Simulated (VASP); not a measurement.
Band structure of CuGaSe$_{2}$ (chalcopyrite). Computed with PBEsol GGA, VASP's PBE PAW potentials (set 64) (plane waves; VASP).

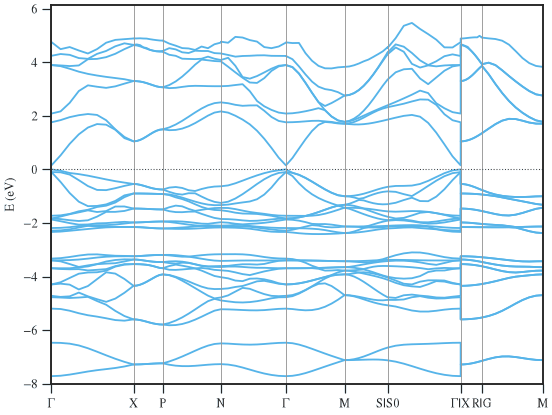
Bands along high-symmetry lines, zero at the valence-band maximum or, without a gap, the Fermi level

Question: Read the plot: is there a gap, and where are the band edges?

Answer: The gap is direct, 0.15 eV, from the valence maximum at Γ to the conduction minimum at Γ. (Edges off the drawn lines would not show.)

Measured: gap 1.67 eV (computed value off by -1.52 eV), as given by Arghya Ghosh et al., Physical Review B (2024), arXiv:2401.16805.

The compound is CuGaSe2 in the chalcopyrite structure. It was relaxed first.
